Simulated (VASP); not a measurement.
**Fe2O3 (Hematite): magnetic orders**

Wanted: the lowest of several collinear orders of Fe2O3 (Hematite). The start is a cell from a database of measured crystal structures.

Calculated with VASP 6.6.1; PBE, DFT+U (Fe d 4.5 eV), spin-polarised, from parallel moments; plane waves and PAW (Fe, O), in the first sound run; inputs show where later runs differ.

## Step 1: The structure

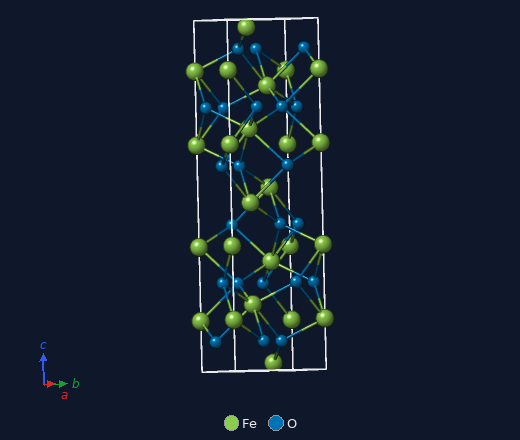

Start, viewed slightly off an axis; iron green, oxygen blue. This picture shows the conventional cell, with its axes. Some periodic images of atoms are drawn too.

Coordinates:

```cif
data_structure
_symmetry_space_group_name_H-M 'R-3c:H'
_symmetry_Int_Tables_number 167
_cell_length_a 5.0380
_cell_length_b 5.0380
_cell_length_c 13.7720
_cell_angle_alpha 90.000
_cell_angle_beta 90.000
_cell_angle_gamma 120.000
_cell_volume 302.72
loop_
_atom_site_label
_atom_site_type_symbol
_atom_site_symmetry_multiplicity
_atom_site_Wyckoff_symbol
_atom_site_fract_x
_atom_site_fract_y
_atom_site_fract_z
_atom_site_occupancy
Fe1 Fe 12 c 0.66667 0.33333 0.18863 1
O1 O 18 e 0.63923 0.66667 0.41667 1
```

## Step 2: Magnetic order, 10 atoms, start order ferro

Each run starts from other signs of the moments at the same geometry and cutoff; gentle mixing helps it keep them. Any wave vector in a name is a fraction of the reciprocal vectors of the first cell as typed.

INCAR

```
SYSTEM = Fe2O3
PREC = Normal
ENCUT = 480
EDIFF = 1E-06
NELM = 150
ISMEAR = -1
SIGMA = 0.1
LREAL = .FALSE.
ALGO = Normal
GGA = PE
NBANDS = 49
ISPIN = 2
MAGMOM = 4 4 4 4 0 0 0 0 0 0
LDAU = .TRUE.
LDAUTYPE = 2
LDAUL = 2 -1
LDAUU = 4.5 0
LDAUJ = 0 0
LDAUPRINT = 1
LASPH = .TRUE.
LMAXMIX = 4
LORBIT = 11
LWAVE = .FALSE.
LCHARG = .TRUE.
KPAR = 4
AMIX = 0.2
BMIX = 1E-04
AMIX_MAG = 0.8
BMIX_MAG = 1E-04
```

POSCAR

```
Fe2O3
1.0
    2.5190000000      1.4543453281      4.5906666667
   -2.5190000000      1.4543453281      4.5906666667
    0.0000000000     -2.9086906562      4.5906666667
Fe O
4 6
Direct
    0.3553000000      0.3553000000      0.3553000000
    0.1447000000      0.1447000000      0.1447000000
    0.6447000000      0.6447000000      0.6447000000
    0.8553000000      0.8553000000      0.8553000000
    0.5559000000      0.9441000000      0.2500000000
    0.2500000000      0.5559000000      0.9441000000
    0.9441000000      0.2500000000      0.5559000000
    0.4441000000      0.0559000000      0.7500000000
    0.7500000000      0.4441000000      0.0559000000
    0.0559000000      0.7500000000      0.4441000000
```

KPOINTS

```
Automatic mesh
0
Gamma
6 6 6
0 0 0
```

PAW data sets: Fe and O (PBE family, release 64).

Command:

```console
mpirun -np 4 vasp_std
```

What it wrote:

```text
[banner, memory and clock lines left out]
running    4 mpi-ranks, on    1 nodes
 distrk:  each k-point on    1 cores,    4 groups
 distr:  one band on    1 cores,    1 groups

 POSCAR found type information on POSCAR FeO
 POSCAR found :  2 types and      10 ions
 LDA part: xc-table for (Slater+PW92), standard interpolation
 POSCAR, INCAR and KPOINTS ok, starting setup
 FFT: planning ... GRIDC
 FFT: planning ... GRID_SOFT
 FFT: planning ... GRID
 WAVECAR not read
 entering main loop
       N       E                     dE             d eps       ncg     rms          rms(c)
DAV:   1     0.797439496978E+03    0.79744E+03   -0.30041E+04  6272   0.157E+03
DAV:   2     0.501606835869E+02   -0.74728E+03   -0.67386E+03  6588   0.415E+02
DAV:   3    -0.841736969127E+02   -0.13433E+03   -0.12804E+03  7149   0.199E+02
DAV:   4    -0.901114514691E+02   -0.59378E+01   -0.59031E+01  7871   0.451E+01
DAV:   5    -0.902642037283E+02   -0.15275E+00   -0.15247E+00  7616   0.688E+00    0.537E+01
DAV:   6    -0.692039104939E+02    0.21060E+02   -0.44541E+01  9486   0.772E+01    0.553E+01
DAV:   7    -0.665717436867E+02    0.26322E+01   -0.21351E+01  9472   0.557E+01    0.534E+01
DAV:   8    -0.686854428539E+02   -0.21137E+01   -0.11253E+01  8901   0.538E+01    0.306E+01
DAV:   9    -0.720803029659E+02   -0.33949E+01   -0.43286E+01  9405   0.128E+02    0.552E+01
DAV:  10    -0.678637079310E+02    0.42166E+01   -0.41852E+01  8808   0.103E+02    0.203E+01
DAV:  11    -0.675481669588E+02    0.31554E+00   -0.34446E+00  8623   0.180E+01    0.103E+01
DAV:  12    -0.668607634873E+02    0.68740E+00   -0.14380E+00  9427   0.194E+01    0.434E+00
DAV:  13    -0.669105631308E+02   -0.49800E-01   -0.38602E-01  6836   0.364E+00    0.324E+00
DAV:  14    -0.669206053248E+02   -0.10042E-01   -0.49409E-03  7687   0.421E-01    0.343E+00
DAV:  15    -0.668746152991E+02    0.45990E-01   -0.10203E-01  8365   0.638E+00    0.116E+00
DAV:  16    -0.668784333570E+02   -0.38181E-02   -0.59129E-02  9639   0.339E+00    0.403E-01
DAV:  17    -0.668784814861E+02   -0.48129E-04   -0.14501E-02  7662   0.987E-01    0.461E-01
DAV:  18    -0.668783389613E+02    0.14252E-03   -0.16341E-03  8059   0.773E-01    0.342E-01
DAV:  19    -0.668784747678E+02   -0.13581E-03   -0.41948E-04  7730   0.153E-01    0.164E-01
DAV:  20    -0.668784990276E+02   -0.24260E-04   -0.24611E-04  8834   0.226E-01    0.650E-02
DAV:  21    -0.668784952064E+02    0.38212E-05   -0.35113E-05  7376   0.542E-02    0.250E-02
DAV:  22    -0.668784896104E+02    0.55960E-05   -0.30434E-05  8642   0.426E-02    0.147E-02
DAV:  23    -0.668784885692E+02    0.10412E-05   -0.30581E-06  5652   0.270E-02    0.514E-03
DAV:  24    -0.668784886084E+02   -0.39142E-07   -0.86437E-07  3410   0.814E-03
   1 F= -.66878489E+02 E0= -.66878041E+02  d E =-.895187E-03  mag=    19.9991
```

Run time: 88 s. Hardware: 4 MPI ranks of Intel Xeon Platinum 8259CL at 2.50GHz (Skylake/Cascade Lake), shared host; peak memory 1.3 GiB.

Lines that name or quote the potential files are left out of all logs, and their timing lines are given in words.

From OUTCAR (step 2):

```text
ion  position               nearest neighbor table
   1  0.355  0.355  0.355-  10 1.95   8 1.95   9 1.95   5 2.12   7 2.12   6 2.12   2 2.90   3 2.97
                             3 2.97   3 2.97
   2  0.145  0.145  0.145-   9 1.95   8 1.95  10 1.95   5 2.12   7 2.12   6 2.12   1 2.90   4 2.97
                             4 2.97   4 2.97
   3  0.645  0.645  0.645-   7 1.95   5 1.95   6 1.95   8 2.12   9 2.12  10 2.12   4 2.90   1 2.97
                             1 2.97   1 2.97
   4  0.855  0.855  0.855-   6 1.95   5 1.95   7 1.95   8 2.12   9 2.12  10 2.12   3 2.90   2 2.97
                             2 2.97   2 2.97
   5  0.556  0.944  0.250-   3 1.95   4 1.95   1 2.12   2 2.12
   6  0.250  0.556  0.944-   4 1.95   3 1.95   1 2.12   2 2.12
   7  0.944  0.250  0.556-   3 1.95   4 1.95   1 2.12   2 2.12
   8  0.444  0.056  0.750-   1 1.95   2 1.95   3 2.12   4 2.12
   9  0.750  0.444  0.056-   2 1.95   1 1.95   3 2.12   4 2.12
  10  0.056  0.750  0.444-   1 1.95   2 1.95   3 2.12   4 2.12

  LATTYP: Found a trigonal (rhomboedric) cell.
 ALAT       =     5.4345838643
 COS(alpha) =     0.5703114900

 Subroutine GETGRP returns: Found 12 space group operations
 (whereof  6 operations were pure point group operations)

The static configuration has the point symmetry S_6 .
 The point group associated with its full space group is D_3d.

 Found     32 irreducible k-points:

   k-points           NKPTS =     32   k-points in BZ     NKDIM =     32   number of bands    NBANDS=     49

   dimension x,y,z NGX =    30 NGY =   30 NGZ =   30
   dimension x,y,z NGXF=    60 NGYF=   60 NGZF=   60

   ENCUT  =  480.0 eV  35.28 Ry    5.94 a.u.   9.71  9.71  9.71*2*pi/ulx,y,z

   NELECT =      68.0000    total number of electrons

 k-points in reciprocal lattice and weights: Automatic mesh
   0.00000000  0.00000000  0.00000000       0.005
   0.16666667  0.00000000 -0.00000000       0.028
   0.33333333  0.00000000  0.00000000       0.028
   0.50000000  0.00000000 -0.00000000       0.014
   0.16666667  0.16666667 -0.00000000       0.028
   0.33333333  0.16666667 -0.00000000       0.056
   0.50000000  0.16666667  0.00000000       0.056
  -0.33333333  0.16666667 -0.00000000       0.056
  -0.16666667  0.16666667  0.00000000       0.028
[...]
-0.33333333  0.50000000  0.33333333       0.028
   0.50000000  0.50000000  0.50000000       0.005

atom =   1  type =  1  l = 2

 onsite density matrix

spin component  1

  1.0141  0.0360 -0.0000 -0.0054 -0.0000
  0.0360  1.0290 -0.0000 -0.0000 -0.0054
 -0.0000 -0.0000  0.9862 -0.0000  0.0000
 -0.0054 -0.0000 -0.0000  1.0290 -0.0360
 -0.0000 -0.0054  0.0000 -0.0360  1.0141

spin component  2

  0.1429  0.0987  0.0000 -0.0199  0.0000
  0.0987  0.1995 -0.0000  0.0000 -0.0199
  0.0000 -0.0000  0.0791 -0.0000  0.0000
 -0.0199  0.0000 -0.0000  0.1995 -0.0987
  0.0000 -0.0199  0.0000 -0.0987  0.1429

 occupancies and eigenvectors

  o =  0.0666  v =  0.0000  0.0000  0.0000  0.0000  0.0000 -0.1567 -0.0007  0.0000 -0.6039 -0.7815      0.0000  0.0000  0.0000  0.0000  0.0000  0.0000  0.0000  0.0000  0.0000  0.0000
  o =  0.0666  v =  0.0000  0.0000  0.0000  0.0000  0.0000  0.7815 -0.6039  0.0000  0.0007 -0.1567      0.0000  0.0000  0.0000  0.0000  0.0000  0.0000  0.0000  0.0000  0.0000  0.0000
  o =  0.0791  v =  0.0000  0.0000  0.0000  0.0000  0.0000 -0.0000  0.0000  1.0000  0.0000  0.0000      0.0000  0.0000  0.0000  0.0000  0.0000  0.0000  0.0000  0.0000  0.0000  0.0000
  o =  0.2759  v =  0.0000  0.0000  0.0000  0.0000  0.0000  0.1194 -0.0000  0.0000 -0.7971  0.5920      0.0000  0.0000  0.0000  0.0000  0.0000  0.0000  0.0000  0.0000  0.0000  0.0000
  o =  0.2759  v =  0.0000  0.0000  0.0000  0.0000  0.0000 -0.5920 -0.7971  0.0000  0.0000  0.1194      0.0000  0.0000  0.0000  0.0000  0.0000  0.0000  0.0000  0.0000  0.0000  0.0000
  o =  0.9844  v = -0.1145 -0.0000  0.0000 -0.6321 -0.7664  0.0000  0.0000  0.0000  0.0000  0.0000      0.0000  0.0000  0.0000  0.0000  0.0000  0.0000  0.0000  0.0000  0.0000  0.0000
  o =  0.9844  v =  0.7664 -0.6321  0.0000  0.0000 -0.1145  0.0000  0.0000  0.0000  0.0000  0.0000      0.0000  0.0000  0.0000  0.0000  0.0000  0.0000  0.0000  0.0000  0.0000  0.0000
  o =  0.9862  v = -0.0000  0.0000  1.0000  0.0000  0.0000  0.0000  0.0000  0.0000  0.0000  0.0000      0.0000  0.0000  0.0000  0.0000  0.0000  0.0000  0.0000  0.0000  0.0000  0.0000
  o =  1.0587  v =  0.0934 -0.0000  0.0000 -0.7749  0.6252  0.0000  0.0000  0.0000  0.0000  0.0000      0.0000  0.0000  0.0000  0.0000  0.0000  0.0000  0.0000  0.0000  0.0000  0.0000
  o =  1.0587  v = -0.6252 -0.7749  0.0000  0.0000  0.0934  0.0000  0.0000  0.0000  0.0000  0.0000      0.0000  0.0000  0.0000  0.0000  0.0000  0.0000  0.0000  0.0000  0.0000  0.0000

atom =   2  type =  1  l = 2

 onsite density matrix

spin component  1

  1.0141 -0.0360  0.0000 -0.0054  0.0000
 -0.0360  1.0290 -0.0000  0.0000 -0.0054
  0.0000 -0.0000  0.9862  0.0000  0.0000
 -0.0054  0.0000  0.0000  1.0290  0.0360
  0.0000 -0.0054  0.0000  0.0360  1.0141

spin component  2

  0.1429 -0.0987 -0.0000 -0.0199 -0.0000
 -0.0987  0.1995 -0.0000 -0.0000 -0.0199
 -0.0000 -0.0000  0.0791  0.0000  0.0000
 -0.0199 -0.0000  0.0000  0.1995  0.0987
 -0.0000 -0.0199  0.0000  0.0987  0.1429

 occupancies and eigenvectors

  o =  0.0666  v =  0.0000  0.0000  0.0000  0.0000  0.0000 -0.1570  0.0005 -0.0000 -0.6039  0.7814      0.0000  0.0000  0.0000  0.0000  0.0000  0.0000  0.0000  0.0000  0.0000  0.0000
  o =  0.0666  v =  0.0000  0.0000  0.0000  0.0000  0.0000  0.7814  0.6039 -0.0000  0.0005  0.1570      0.0000  0.0000  0.0000  0.0000  0.0000  0.0000  0.0000  0.0000  0.0000  0.0000
  o =  0.0791  v =  0.0000  0.0000  0.0000  0.0000  0.0000  0.0000  0.0000  1.0000 -0.0000  0.0000      0.0000  0.0000  0.0000  0.0000  0.0000  0.0000  0.0000  0.0000  0.0000  0.0000
  o =  0.2759  v =  0.0000  0.0000  0.0000  0.0000  0.0000  0.1195 -0.0001 -0.0000 -0.7971 -0.5920      0.0000  0.0000  0.0000  0.0000  0.0000  0.0000  0.0000  0.0000  0.0000  0.0000
  o =  0.2759  v =  0.0000  0.0000  0.0000  0.0000  0.0000 -0.5920  0.7971 -0.0000 -0.0001 -0.1195      0.0000  0.0000  0.0000  0.0000  0.0000  0.0000  0.0000  0.0000  0.0000  0.0000
  o =  0.9844  v = -0.1145  0.0000 -0.0000 -0.6321  0.7664  0.0000  0.0000  0.0000  0.0000  0.0000      0.0000  0.0000  0.0000  0.0000  0.0000  0.0000  0.0000  0.0000  0.0000  0.0000
  o =  0.9844  v = -0.7664 -0.6321  0.0000 -0.0000 -0.1145  0.0000  0.0000  0.0000  0.0000  0.0000      0.0000  0.0000  0.0000  0.0000  0.0000  0.0000  0.0000  0.0000  0.0000  0.0000
[...]
onsite density matrix

spin component  1

spin component  2

 occupancies and eigenvectors

  o =  0.0666  v =  0.0000  0.0000  0.0000  0.0000  0.0000 -0.1568  0.0007 -0.0000 -0.6039  0.7815      0.0000  0.0000  0.0000  0.0000  0.0000  0.0000  0.0000  0.0000  0.0000  0.0000
  o =  0.0666  v =  0.0000  0.0000  0.0000  0.0000  0.0000  0.7815  0.6039 -0.0000  0.0007  0.1568      0.0000  0.0000  0.0000  0.0000  0.0000  0.0000  0.0000  0.0000  0.0000  0.0000
  o =  0.0791  v =  0.0000  0.0000  0.0000  0.0000  0.0000  0.0000  0.0000  1.0000 -0.0000  0.0000      0.0000  0.0000  0.0000  0.0000  0.0000  0.0000  0.0000  0.0000  0.0000  0.0000
  o =  0.2759  v =  0.0000  0.0000  0.0000  0.0000  0.0000  0.1195 -0.0001 -0.0000 -0.7971 -0.5920      0.0000  0.0000  0.0000  0.0000  0.0000  0.0000  0.0000  0.0000  0.0000  0.0000
  o =  0.2759  v =  0.0000  0.0000  0.0000  0.0000  0.0000 -0.5920  0.7971 -0.0000 -0.0001 -0.1195      0.0000  0.0000  0.0000  0.0000  0.0000  0.0000  0.0000  0.0000  0.0000  0.0000
  o =  0.9844  v = -0.1146 -0.0000 -0.0000 -0.6321  0.7664  0.0000  0.0000  0.0000  0.0000  0.0000      0.0000  0.0000  0.0000  0.0000  0.0000  0.0000  0.0000  0.0000  0.0000  0.0000
  o =  0.9844  v = -0.7664 -0.6321  0.0000  0.0000 -0.1146  0.0000  0.0000  0.0000  0.0000  0.0000      0.0000  0.0000  0.0000  0.0000  0.0000  0.0000  0.0000  0.0000  0.0000  0.0000
  o =  0.9862  v =  0.0000 -0.0000 -1.0000  0.0000 -0.0000  0.0000  0.0000  0.0000  0.0000  0.0000      0.0000  0.0000  0.0000  0.0000  0.0000  0.0000  0.0000  0.0000  0.0000  0.0000
  o =  1.0587  v =  0.0934  0.0000 -0.0000 -0.7749 -0.6252  0.0000  0.0000  0.0000  0.0000  0.0000      0.0000  0.0000  0.0000  0.0000  0.0000  0.0000  0.0000  0.0000  0.0000  0.0000
  o =  1.0587  v = -0.6252  0.7749 -0.0000  0.0000 -0.0934  0.0000  0.0000  0.0000  0.0000  0.0000      0.0000  0.0000  0.0000  0.0000  0.0000  0.0000  0.0000  0.0000  0.0000  0.0000

 average (electrostatic) potential at core
       1 -47.4871       2 -47.4871       3 -47.4871       4 -47.4871       5 -70.4331
       6 -70.4331       7 -70.4331       8 -70.4331       9 -70.4331      10 -70.4331

 E-fermi :   4.4234

 spin component 1
 k-point     1 :       0.0000    0.0000    0.0000
  band No.  band energies     occupation
    ...
     40       2.9335      1.00000
     41       3.2969      0.99999
     42       3.2969      0.99999
     43       3.8356      0.99721
     44       3.8356      0.99721
     45       8.2090      0.00000
     46      12.1172      0.00000
     47      14.2055      0.00000
     48      14.5134      0.00000
     49      15.1416      0.00000

 k-point     2 :       0.1667    0.0000   -0.0000
  band No.  band energies     occupation
    ...
     40       3.0145      1.00000
     41       3.3120      0.99999
     42       3.3968      0.99997
     43       3.5926      0.99975
     44       3.7055      0.99924
     45       8.7802      0.00000
     46      12.5456      0.00000
     47      13.8072      0.00000
     48      13.8901      0.00000
     49      14.4536      0.00000

 k-point     3 :       0.3333    0.0000    0.0000
  band No.  band energies     occupation
    ...
     40       3.0457      1.00000
     41       3.0952      1.00000
     42       3.1869      1.00000
     43       3.4224      0.99996
     44       3.5032      0.99990
     45      10.0579      0.00000
     46      12.7904      0.00000
     47      13.1437      0.00000
     48      13.3243      0.00000
     49      13.7681      0.00000

 k-point     4 :       0.5000    0.0000   -0.0000
  band No.  band energies     occupation
    ...
     40       2.6902      1.00000
     41       2.9496      1.00000
     42       2.9496      1.00000
     43       3.4756      0.99992
     44       3.4756      0.99992
     45      11.4941      0.00000
     46      11.4941      0.00000
     47      12.9130      0.00000
     48      12.9130      0.00000
     49      14.6169      0.00000

 k-point     5 :       0.1667    0.1667   -0.0000
  band No.  band energies     occupation
    ...
     40       3.0362      1.00000
     41       3.3257      0.99998
     42       3.3456      0.99998
     43       3.5188      0.99988
     44       3.7852      0.99831
     45       8.9233      0.00000
     46      12.5065      0.00000
     47      13.8779      0.00000
     48      13.8934      0.00000
     49      14.5915      0.00000

 k-point     6 :       0.3333    0.1667   -0.0000
  band No.  band energies     occupation
    ...
     40       2.8176      1.00000
     41       3.2516      0.99999
     42       3.3048      0.99999
     43       3.3893      0.99997
     44       3.6614      0.99951
     45       9.8930      0.00000
     46      13.0079      0.00000
     47      13.3326      0.00000
     48      13.5296      0.00000
     49      13.6896      0.00000

  Total        5.9156571      5.9156571      3.3888864      0.0000000      0.0000000      0.0000000
  in kB       93.9270884     93.9270884     53.8077557      0.0000000      0.0000000      0.0000000
  external PRESSURE =      80.5539775 kB  Pullay stress =       0.0000000 kB

  energy-cutoff  :      480.00
  volume of cell :      100.91
      direct lattice vectors                 reciprocal lattice vectors
     2.519000000  1.454345328  4.590666667     0.198491465  0.114599101  0.072611095
    -2.519000000  1.454345328  4.590666667    -0.198491465  0.114599101  0.072611095
     0.000000000 -2.908690656  4.590666667     0.000000000 -0.229198201  0.072611095

 POSITION                                       TOTAL-FORCE (eV/Angst)
 -----------------------------------------------------------------------------------
      0.00000      0.00000      4.89319         0.000000      0.000000     -0.359474
      0.00000      0.00000      1.99281         0.000000      0.000000      0.359474
      0.00000      0.00000      8.87881         0.000000      0.000000      0.359474
      0.00000      0.00000     11.77919         0.000000      0.000000     -0.359474
     -0.97788      1.45435      8.03367        -0.168650      0.000000     -0.000000
     -0.77056     -1.57404      8.03367         0.084325     -0.146055     -0.000000
      1.74844      0.11969      8.03367         0.084325      0.146055     -0.000000
      0.97788     -1.45435      5.73833         0.168650      0.000000     -0.000000
      0.77056      1.57404      5.73833        -0.084325      0.146055     -0.000000
     -1.74844     -0.11969      5.73833        -0.084325     -0.146055     -0.000000
 -----------------------------------------------------------------------------------
    total drift:                               -0.000000      0.000000     -0.000000

  FREE ENERGIE OF THE ION-ELECTRON SYSTEM (eV)
  ---------------------------------------------------
  free  energy   TOTEN  =       -66.8784886084 eV

  energy  without entropy=      -66.8775934211  energy(sigma->0) =      -66.87804101

 total charge
# of ion       s       p       d       tot
------------------------------------------
    1        0.386   0.559   5.809   6.754
    2        0.386   0.559   5.809   6.754
    3        0.386   0.559   5.809   6.754
    4        0.386   0.559   5.809   6.754
    5        1.563   3.498   0.000   5.062
    6        1.563   3.498   0.000   5.062
    7        1.563   3.498   0.000   5.062
    8        1.563   3.498   0.000   5.062
    9        1.563   3.498   0.000   5.062
   10        1.563   3.498   0.000   5.062
--------------------------------------------------
tot         10.925  23.225  23.236  57.386

 magnetization (x)
# of ion       s       p       d       tot
------------------------------------------
    1        0.027   0.045   4.301   4.372
    2        0.027   0.045   4.301   4.372
    3        0.027   0.045   4.301   4.372
    4        0.027   0.045   4.301   4.372
    5        0.021   0.337   0.000   0.358
    6        0.021   0.337   0.000   0.358
    7        0.021   0.337   0.000   0.358
    8        0.021   0.337   0.000   0.358
    9        0.021   0.337   0.000   0.358
   10        0.021   0.337   0.000   0.358
--------------------------------------------------
tot          0.233   2.200  17.203  19.636

[... 6 further parts left out ...]
```

The magnetic state follows from one typed start and may not be the lowest. The gap is read on the k-mesh alone, so it is an upper bound where the band edges lie off the mesh.

Numbers from this step:

* electronic cycles: 24
* electrons: 68
* free energy (TOTEN): -66.8785 eV
* energy at zero smearing: -66.8780 eV
* Fermi energy: 4.423 eV
* moment of the cell, from the last line of the log: 20 μB
* metallic: no
* gap on the k-mesh: 1.258 eV
* least direct gap on the k-mesh: 1.486 eV

Spin moment in the PAW sphere by atom:

```tsv
atom	spin moment in the PAW sphere (μB)
Fe1	4.37
Fe2	4.37
Fe3	4.37
Fe4	4.37
O5	0.36
O6	0.36
O7	0.36
O8	0.36
O9	0.36
O10	0.36
```

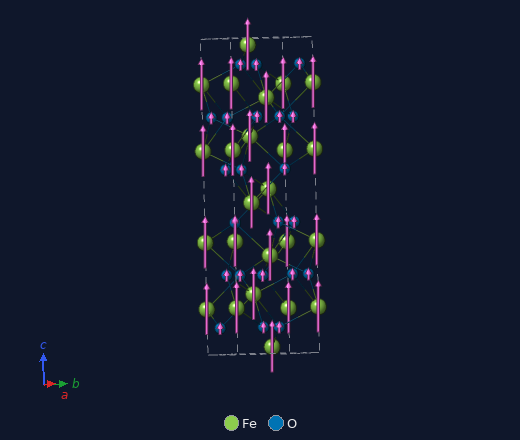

Spin moment in the PAW sphere as arrows, the longest 4.37 μB. Up and down stand for the sign. Arrows give size and sign along the axis of quantisation, drawn up and down the page. Each arrow also spans its atom, so small moments look longer than they are. Some periodic images of atoms are drawn too.

[end of part 1 of 3]

[Lines on the potential files, build, host, timing and source positions are cut from VASP's logs without a mark.]

[Logs are printed without paths, hosts, clocks, repeated set-up lines and the standing remarks that a program may print on its own settings, such as how far it seeks lower states.]

[Hosts, paths, dates, database ids (printed as entryN), source tags and the programs' standing remarks are cut or masked in the printed files.]

[Runs that stopped without an error message from VASP are left out.]

[In band tables of VASP the shares of atoms and orbitals are scaled to a sum of 1 inside the atoms' spheres.]
